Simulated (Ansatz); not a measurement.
## Run report: MoHBrCl$_{5}$F, geometry relaxation (part 2 of 2)

Continued. System: MoHBrCl$_{5}$F. Method: RKS PBE/def2-SVP (Ansatz 0.2.0). It belongs to a series of runs on one base structure; here: end point B relaxed.

Geometry of the input (Å):
```
Mo 0.1963  0.2720  -0.3166
Cl 0.9193  -0.2682  3.1175
Cl 1.8400  -1.1876  0.3315
Cl -1.3927  1.7220  -1.2191
F  -0.8706  0.3010  1.2014
Cl -1.0463  -1.5747  -0.9856
Cl 1.2408  0.4658  -2.3712
Br 1.4886  2.1927  0.6010
H  1.0338  1.0658  3.0674
```

```
mean field -137186.83505437 eV, -5041.5231996716 hartree, gradient 1.7e-5 eV, S^2 0.000000; 5 other end points of the search recorded, 0 dependent functions left out
the calculation of the forces begins
reference -137186.83512690 eV, -5041.5232023369 hartree; 72, 72 occupied and 100, 100 virtual orbitals, 1829 factors
Total energy: -137186.83512690 eV, -5041.5232023369 hartree
Atom 0 at     0.307635     0.202816    -0.474327 Å, force    -0.011629    -0.004098     0.010853 eV/Å
Atom 1 at     0.976409     1.080746     3.830920 Å, force    -0.018538    -0.013280    -0.019945 eV/Å
Atom 2 at     1.852413    -1.485942    -0.128169 Å, force    -0.003918     0.003729    -0.002277 eV/Å
Atom 3 at    -1.304327     1.851239    -0.684187 Å, force     0.003284     0.004189     0.003020 eV/Å
Atom 4 at    -0.376372    -0.154089     1.265430 Å, force     0.009148    -0.000235    -0.019594 eV/Å
Atom 5 at    -1.207460    -1.358227    -1.279407 Å, force     0.001944    -0.004844     0.003495 eV/Å
Atom 6 at     1.085266     0.582302    -2.602092 Å, force     0.003092     0.001569     0.007849 eV/Å
Atom 7 at     1.851008     1.831512     0.521906 Å, force    -0.000526    -0.002434    -0.004036 eV/Å
Atom 8 at     0.224531     0.438542     2.976325 Å, force     0.017142     0.015404     0.020636 eV/Å
Dipole moment:     0.053203     0.040875    -0.256630 e Å
```

**Trajectory as extended XYZ (Å, eV, eV/Å), 12 of the 46 frames kept, from step=1 to step=46**
```
9
Properties=species:S:1:pos:R:3:forces:R:3 step=1 energy=-137186.33245
Mo    0.1963    0.2720   -0.3166   -0.3118   0.1338  -1.1385
Cl    0.9193   -0.2682    3.1175    0.3759   0.9591   1.0899
Cl    1.8400   -1.1876    0.3315    0.0106   0.0015   0.0400
Cl   -1.3927    1.7220   -1.2191   -0.0448   0.0161   0.0126
F    -0.8706    0.3010    1.2014    0.0403  -0.0168  -0.0253
Cl   -1.0463   -1.5747   -0.9856    0.0042   0.0478  -0.0233
Cl    1.2408    0.4658   -2.3712    0.0286  -0.0189  -0.0463
Br    1.4886    2.1927    0.6010    0.0141  -0.0425   0.0804
H     1.0338    1.0658    3.0674   -0.1172  -1.0801   0.0106
9
Properties=species:S:1:pos:R:3:forces:R:3 step=5 energy=-137186.72281
Mo    0.1649    0.2929   -0.4656   -0.1100   0.0073  -0.0404
Cl    1.0481   -0.1892    3.7586    0.0301   0.6797  -0.4143
Cl    1.7581   -1.1559    0.3512   -0.0183  -0.0629   0.0343
Cl   -1.4729    1.7332   -1.2597    0.0633   0.0301   0.0267
F    -0.7703    0.2388    1.1529    0.0411  -0.0300  -0.0309
Cl   -1.0875   -1.5157   -1.1786    0.0275  -0.0193  -0.0067
Cl    1.2650    0.4656   -2.4807    0.0011   0.0190   0.0366
Br    1.4587    2.1900    0.5081   -0.0284   0.0455  -0.0318
H     1.0450    0.9293    3.0402   -0.0063  -0.6695   0.4264
9
Properties=species:S:1:pos:R:3:forces:R:3 step=9 energy=-137186.74133 accepted=F
Mo    0.1282    0.2729   -0.4665    0.0005  -0.0093  -0.0179
Cl    1.3643   -0.1054    3.7267   -0.1761   0.4962  -0.2837
Cl    1.6381   -1.2181    0.4337   -0.0180  -0.0097  -0.0240
Cl   -1.4542    1.7547   -1.2893    0.0112   0.0012  -0.0101
F    -0.8625    0.1746    1.1173   -0.0025   0.0028   0.0046
Cl   -1.1076   -1.4849   -1.3237    0.0168  -0.0016   0.0133
Cl    1.3698    0.4652   -2.3931   -0.0124   0.0069  -0.0011
Br    1.3739    2.1716    0.5670   -0.0018  -0.0007   0.0244
H     0.9590    0.9583    3.0544    0.1823  -0.4859   0.2945
9
Properties=species:S:1:pos:R:3:forces:R:3 step=13 energy=-137186.74774 accepted=F
Mo    0.1290    0.2661   -0.4738    0.0096  -0.0062   0.0034
Cl    1.3933   -0.0298    3.7706   -0.0627   0.1505  -0.1070
Cl    1.6398   -1.2426    0.3975   -0.0334  -0.0508  -0.0248
Cl   -1.4563    1.7510   -1.2833    0.0384   0.0485   0.0280
F    -0.8557    0.1542    1.1137   -0.0119  -0.0026  -0.0040
Cl   -1.1198   -1.4729   -1.3483    0.0352  -0.0399   0.0242
Cl    1.3631    0.4850   -2.4013    0.0007   0.0097   0.0077
Br    1.3961    2.1260    0.6026   -0.0401   0.0435  -0.0377
H     0.9197    0.9519    3.0488    0.0642  -0.1527   0.1102
9
Properties=species:S:1:pos:R:3:forces:R:3 step=17 energy=-137186.75215
Mo    0.1333    0.2671   -0.4757    0.0212   0.0203  -0.0102
Cl    1.4697    0.0054    3.7650   -0.0953   0.1549  -0.1161
Cl    1.6284   -1.2592    0.3919   -0.0024  -0.0057  -0.0021
Cl   -1.4412    1.7672   -1.2787   -0.0009   0.0053  -0.0009
F    -0.8532    0.1596    1.1128   -0.0060  -0.0017   0.0215
Cl   -1.1198   -1.4715   -1.3456   -0.0021  -0.0072  -0.0002
Cl    1.3676    0.4785   -2.4033    0.0014  -0.0025  -0.0003
Br    1.3962    2.1326    0.5873   -0.0039  -0.0052  -0.0085
H     0.8280    0.9092    3.0727    0.0880  -0.1582   0.1167
9
Properties=species:S:1:pos:R:3:forces:R:3 step=21 energy=-137186.76150 accepted=F
Mo    0.1789    0.2986   -0.4796    0.0548   0.0316  -0.0128
Cl    1.6072    0.2397    3.6818   -1.0828   0.3056  -0.5024
Cl    1.6652   -1.2620    0.3458    0.0243   0.0158   0.0846
Cl   -1.4223    1.8077   -1.2148    0.0267  -0.0562  -0.0968
F    -0.7511    0.2300    1.1582    0.0380  -0.0322   0.1408
Cl   -1.1430   -1.4461   -1.2436   -0.0244   0.0612  -0.0601
Cl    1.3660    0.4269   -2.4439   -0.1180   0.0181  -0.0361
Br    1.4927    2.1525    0.4879    0.0377  -0.0230   0.0309
H     0.4155    0.5416    3.1347    1.0438  -0.3208   0.4519
9
Properties=species:S:1:pos:R:3:forces:R:3 step=26 energy=-137186.81849
Mo    0.2141    0.3084   -0.4570   -0.0043   0.0249  -0.0049
Cl    1.4625    0.3477    3.6914   -0.1494   0.0312  -0.1042
Cl    1.7267   -1.2502    0.3258    0.0191  -0.0047   0.0166
Cl   -1.4050    1.8111   -1.1589    0.0122   0.0031   0.0196
F    -0.6558    0.2287    1.2267    0.0039  -0.0006   0.0051
Cl   -1.1510   -1.4227   -1.1755   -0.0010   0.0035   0.0017
Cl    1.2873    0.4246   -2.4832   -0.0092  -0.0066  -0.0001
Br    1.5703    2.1463    0.4688   -0.0003  -0.0120  -0.0076
H     0.3599    0.3952    2.9884    0.1291  -0.0389   0.0738
9
Properties=species:S:1:pos:R:3:forces:R:3 step=30 energy=-137186.82470
Mo    0.2299    0.3064   -0.4495   -0.0012   0.0091  -0.0096
Cl    1.3902    0.4814    3.6816   -0.0415  -0.0046  -0.0295
Cl    1.7547   -1.2581    0.3090   -0.0102   0.0008  -0.0012
Cl   -1.3862    1.8383   -1.0852   -0.0045  -0.0002  -0.0074
F    -0.6266    0.1969    1.2437    0.0005  -0.0309  -0.0003
Cl   -1.1542   -1.4076   -1.1737   -0.0033  -0.0015   0.0173
Cl    1.2553    0.4146   -2.4997    0.0069   0.0158   0.0049
Br    1.6075    2.1239    0.4706    0.0160  -0.0043  -0.0048
H     0.3385    0.2931    2.9296    0.0374   0.0156   0.0305
9
Properties=species:S:1:pos:R:3:forces:R:3 step=34 energy=-137186.82752
Mo    0.2498    0.2690   -0.4675    0.0112  -0.0129   0.0473
Cl    1.2900    0.6884    3.7654   -0.1517  -0.0393  -0.1107
Cl    1.7850   -1.3538    0.1477   -0.0165   0.0396  -0.0133
Cl   -1.3717    1.8482   -0.9713    0.0314  -0.0391   0.0190
F    -0.5547    0.0602    1.2436    0.0213   0.0285  -0.0265
Cl   -1.1727   -1.3983   -1.2267    0.0036   0.0224  -0.0227
Cl    1.2134    0.4825   -2.5414   -0.0251  -0.0124   0.0156
Br    1.6758    2.0219    0.5027   -0.0172  -0.0261  -0.0099
H     0.2941    0.3707    2.9737    0.1429   0.0392   0.1011
9
Properties=species:S:1:pos:R:3:forces:R:3 step=38 energy=-137186.83111
Mo    0.2719    0.2420   -0.4741   -0.0133   0.0057   0.0149
Cl    1.1640    0.8710    3.8090   -0.1176  -0.0683  -0.1067
Cl    1.8121   -1.4068    0.0467   -0.0138   0.0024  -0.0274
Cl   -1.3480    1.8538   -0.8579    0.0224  -0.0085   0.0064
F    -0.4892   -0.0251    1.2478    0.0060  -0.0018   0.0131
Cl   -1.1914   -1.3770   -1.2598    0.0167  -0.0047  -0.0097
Cl    1.1632    0.5187   -2.5730   -0.0100  -0.0127   0.0180
Br    1.7424    1.9424    0.5118    0.0056   0.0150  -0.0076
H     0.2841    0.3698    2.9761    0.1039   0.0728   0.0990
9
Properties=species:S:1:pos:R:3:forces:R:3 step=42 energy=-137186.83454
Mo    0.2999    0.2104   -0.4739   -0.0064  -0.0158   0.0132
Cl    1.0225    1.0258    3.8311   -0.0206  -0.0070  -0.0194
Cl    1.8464   -1.4694   -0.0946   -0.0078   0.0020  -0.0013
Cl   -1.3149    1.8506   -0.7195    0.0035   0.0068   0.0032
F    -0.4006   -0.1292    1.2635    0.0176   0.0089  -0.0355
Cl   -1.2033   -1.3649   -1.2768    0.0143   0.0078   0.0070
Cl    1.1017    0.5693   -2.5972   -0.0079  -0.0011   0.0176
Br    1.8301    1.8548    0.5195   -0.0123  -0.0084  -0.0047
H     0.2273    0.4415    2.9743    0.0196   0.0069   0.0199
9
Properties=species:S:1:pos:R:3:forces:R:3 step=46 energy=-137186.83505
Mo    0.3076    0.2028   -0.4743   -0.0116  -0.0041   0.0109
Cl    0.9764    1.0807    3.8309   -0.0185  -0.0133  -0.0199
Cl    1.8524   -1.4859   -0.1282   -0.0039   0.0037  -0.0023
Cl   -1.3043    1.8512   -0.6842    0.0033   0.0042   0.0030
F    -0.3764   -0.1541    1.2654    0.0091  -0.0002  -0.0196
Cl   -1.2075   -1.3582   -1.2794    0.0019  -0.0048   0.0035
Cl    1.0853    0.5823   -2.6021    0.0031   0.0016   0.0078
Br    1.8510    1.8315    0.5219   -0.0005  -0.0024  -0.0040
H     0.2245    0.4385    2.9763    0.0171   0.0154   0.0206
```

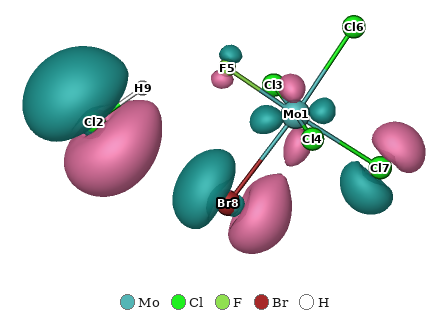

One frontier orbital at ±0.1 Å⁻³ᐟ² (teal and pink are the two phases), seen face on. The HOMO, at −7.34 eV.

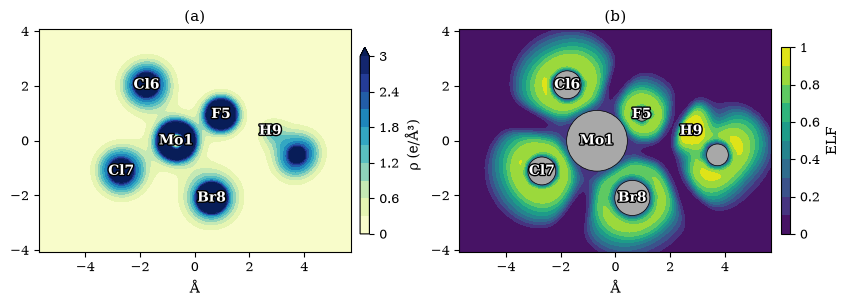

(a) total electron density; (b) electron localisation function on the plane of atoms Cl6, Mo1 and Cl7. Grey discs, where drawn, cover atomic cores. Mo–F (1.90 Å): ρ is about 0.98 e/Å³ halfway; the ELF peaks at about 0.80 in the valence shell of F, 0.5 Å from its nucleus, and drops to about 0.25 between the two atoms. Mo–Cl (2.30 Å): ρ at the midpoint is about 0.64 e/Å³; the ELF peaks at about 0.85 in the valence shell of Cl, 0.8 Å from its nucleus, and is about 0.35 at the midpoint.

**Summary**

| quantity | value |
| --- | --- |
| outcome | converged |
| total energy | −137186.8351 eV |
| mean-field energy | −137186.8351 eV |
| largest force (length of the vector) at the end | 0.031 eV/Å |
| wall time | 3.3 min (CPU time 12 min) |
| peak memory | 0.36 GiB |

The run takes a singlet; with an open-shell metal another spin state may lie lower.
